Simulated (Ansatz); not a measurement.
**Convergence study of the plane-wave cutoff for ScBr₃ (P3m1, 8 atoms in the cell)**

```
ScBr3
1.0
    9.88894     0.00000     0.00000
   -4.94447     8.56408     0.00000
    0.00000     0.00000     3.51372
Sc Br
2 6
Cartesian
  0.00000   5.70939   2.68529
  4.94448   2.85469   0.87843
  0.00000   3.69857   0.87843
  4.94447   4.86551   2.63529
  6.68589   1.84928   2.63529
 -1.74142   6.71479   0.87843
  1.74142   6.71479   0.87843
  3.20305   1.84928   2.63529
```

Method of the run: PBEsol, default PAW files made with PBE (plane waves; Ansatz, an electronic-structure program).

Base settings: basis.ecutwfc = 420 eV; kpoints.mp_grid.grid = 1 1 5; hamiltonian.xc = pbesol; hamiltonian.pseudopotentials = {kind: paw} (the program's default PAW files); scf.occupations.method = fermi_dirac; scf.occupations.width = 0.02 eV.

The second cell is the first with its lattice scaled by 0.98.

The mesh stays at the base's, so the ladder's end is converged at best in this setting alone.

The first pressure column holds Ansatz's estimate of the finite-basis (Pulay) stress, which hides part of the cutoff error; the other is without it.

Only quantities that move along the ladder and can be compared are tabulated; the gap is left out on so coarse a mesh.

The count of work is k-points × plane waves × bands × iterations; it is no time. 

The starting cell comes from a database of computed structures (which also holds hypothetical and non-ambient phases and stackings), without a prior relaxation at this level. Its lattice was rescaled by up to half a per cent. One atom was moved a little off its site on purpose.

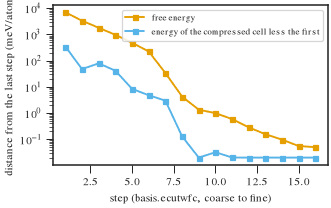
*Distance from the last step along the ladder; very small values are drawn at a floor.*

```tsv
basis.ecutwfc	free energy less the last step's (meV/atom)	energy of the compressed cell less the first (meV/atom)	pressure (GPa)	pressure without the Pulay estimate (GPa)	largest difference of a force vector from the last step's (eV/Å)	count of work / last
145 eV	6945.38	-335.70	-2.60	-83.38	0.601	0.055
170 eV	3284.69	52.97	-0.89	-49.08	0.170	0.077
190 eV	1775.51	83.64	-0.51	-31.16	0.065	0.082
210 eV	955.24	-35.49	-0.44	-19.68	0.059	0.094
230 eV	475.77	13.88	-0.61	-11.75	0.038	0.11
250 eV	222.02	0.79	-0.56	-6.78	0.008	0.12
295 eV	33.29	2.59	-0.63	-1.97	0.003	0.15
335 eV	4.25	5.68	-0.64	-0.83	0.000	0.17
380 eV	1.33	5.55	-0.64	-0.65	0.001	0.23
420 eV	0.99	5.58	-0.64	-0.65	0.000	0.21
460 eV	0.59	5.57	-0.64	-0.65	0.000	0.27
505 eV	0.28	5.55	-0.64	-0.64	0.000	0.35
565 eV	0.16	5.55	-0.64	-0.64	0.000	0.42
630 eV	0.10	5.55	-0.64	-0.64	0.000	0.44
735 eV	0.06	5.55	-0.64	-0.64	0.000	0.55
840 eV	0.03	5.55	-0.64	-0.64	0.000	0.76
1010 eV	0.00	5.55	-0.64	-0.64	0.000	1.0
```

Coarsest basis.ecutwfc that holds the free energy within 2 meV/atom of the last step, with all finer ones: 380 eV, at 0.23 of the last step's count of work; the step before is off by 4.3 meV/atom.

Coarsest basis.ecutwfc that holds the pressure without the Pulay estimate within 0.1 GPa of the last step, with all finer ones: 380 eV, at 0.23 of the last step's count of work; the step before is off by 0.19 GPa.

Coarsest basis.ecutwfc that holds the energy of the compressed cell less the first within 1 meV/atom of the last step, with all finer ones: 335 eV, at 0.17 of the last step's count of work; the step before is off by 3.0 meV/atom.

The energy difference between the two cells stays within 1 meV/atom of the last step's from 335 eV on, the total only from 420 eV on: much of the error is common to both cells and cancels.

At the lowest cutoff the pressure without the Pulay estimate lies 82.7 GPa under the last step's, the usual sign of Pulay stress in an incomplete plane-wave basis.

Keys are those of Ansatz 0.2.
